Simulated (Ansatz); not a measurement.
ClGeH₅N₂

The calculation's input:

```
crystal:
  periodic: [false, false, false]
  atoms:
    - {symbol: Cl, position_ang: [1.141590, -2.493878, -0.430521]}
    - {symbol: Ge, position_ang: [-0.927953, -2.107852, -1.226101]}
    - {symbol: N, position_ang: [-1.399909, -0.642648, -2.003232]}
    - {symbol: N, position_ang: [-1.618659, -1.417100, 0.594822]}
    - {symbol: H, position_ang: [-1.205127, -0.598706, -3.006608]}
    - {symbol: H, position_ang: [-1.531774, -3.535938, -1.228208]}
    - {symbol: H, position_ang: [-2.426469, -1.887396, 1.008353]}
    - {symbol: H, position_ang: [-1.876067, -0.466164, 0.296818]}
    - {symbol: H, position_ang: [-0.855363, -1.378490, 1.275347]}
basis:
  gaussian:
    orbitals: def2-TZVPD
hamiltonian:
  xc: {name: PBE0}
output:
  forces: true
  orbitals: {seedname: orbitals}
```

Launched as:

```sh
ansatz run input.yaml --threads 2 --pin off --max-ram 4350MiB --events-out events.jsonl --progress --plain --runs-dir runs
```

Geometry: B3LYP-D3(BJ)/def2-SVP.

All numbers below come from isolated molecule in a Gaussian basis; Kohn-Sham density functional theory, functional PBE0 in Ansatz.

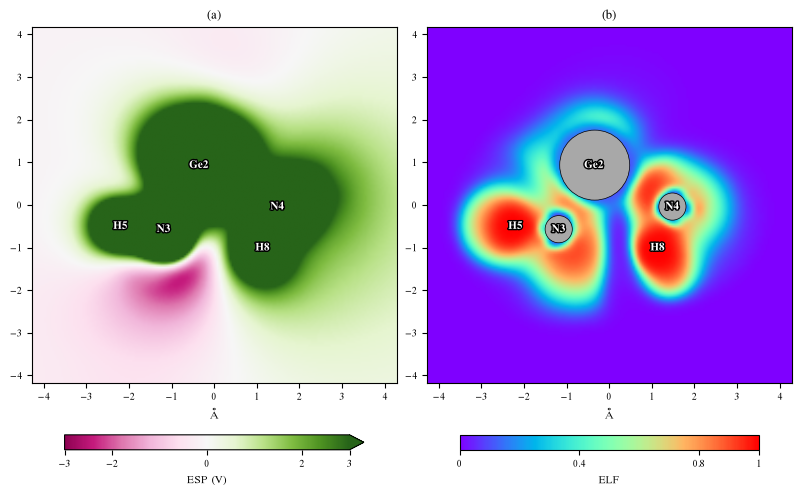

Figure 1. (a) electrostatic potential; (b) electron localisation function on the plane of atoms Ge2, N3 and H5. Grey discs cover the atomic cores in the ELF map.

### What does the map show?

The section cuts through Ge, N and H sites. Ge–N (1.72 Å): the ELF peaks at about 0.80 in the valence shell of N, 0.6 Å from its nucleus, and is about 0.40 at the midpoint. N–H (1.02 Å): the ELF climbs to about 1 towards the hydrogen, as it does in any bond to H; a covalent bond by its length. The ELF also peaks beside N3, away from the bonds: lone-pair regions. Outside the dense part of the molecule the potential is most negative (−2.4 V) near N3.

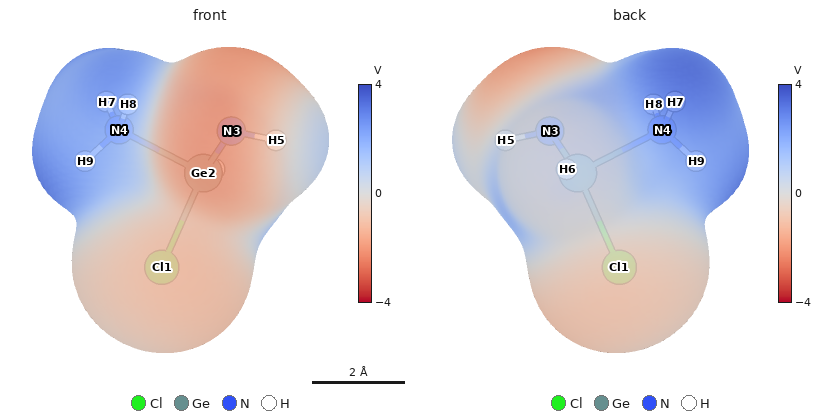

Figure 2. The electrostatic potential painted on the density surface at 0.002 e/bohr³, seen from the front and from behind; red is negative and blue positive.

### Where is the surface potential most negative and most positive?

The most negative region (about −2.0 V, or −46 kcal/mol for a unit charge) lies over N3, the most positive (about +3.2 V, or +74 kcal/mol for a unit charge) over H7. N3 is the likeliest acceptor of a hydrogen bond.

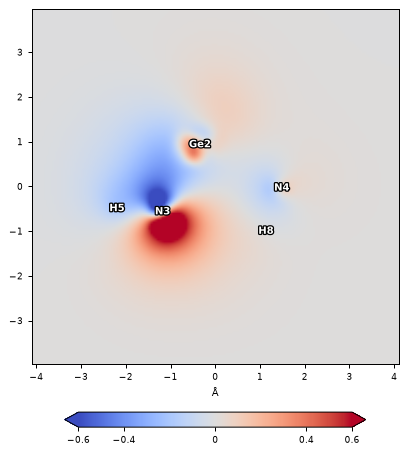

Figure 3. The HOMO−1 on the plane of atoms Ge2, N4 and H8 (values in Å⁻³ᐟ²; the overall sign is arbitrary).

### What is the character of this orbital?

By Hirshfeld shares it lies mainly on N3 (about 60 %), Ge2 (about 15 %) and Cl1 (about 10 %). Its energy is −7.24 eV.

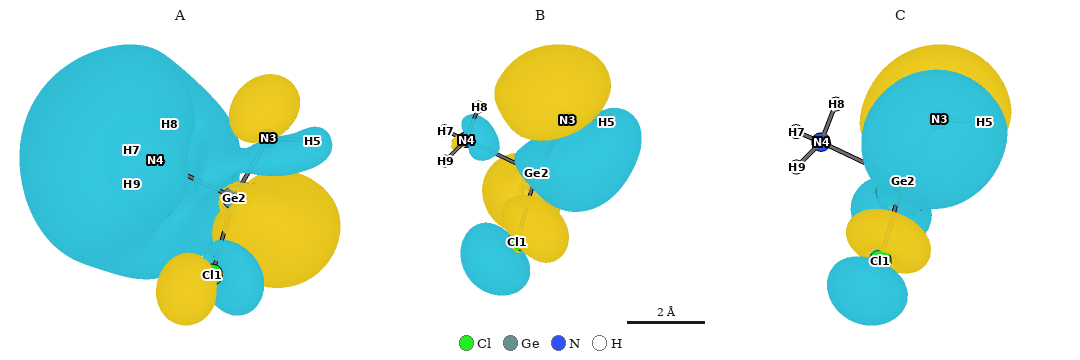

Figure 4. Three frontier orbitals at ±0.05 Å⁻³ᐟ² (yellow and cyan are the two phases), in no order.

### Which picture is the HOMO−1, the HOMO and the LUMO?

B is the HOMO−1 (−7.24 eV). It lies mainly on N3 (about 60 %), Ge2 (about 15 %) and Cl1 (about 10 %). C is the HOMO (−6.06 eV). It lies mainly on N3 (about 70 %), Ge2 (about 15 %) and Cl1 (about 5 %); largely a lone pair of N3. A is the LUMO (−0.67 eV). It lies mainly on Ge2 (about 25 %), H7 (about 25 %), H9 (about 10 %), N4 (about 10 %), H6 (about 5 %) and N3 (about 5 %).

### What is the HOMO–LUMO gap?

5.39 eV between the orbital energies.
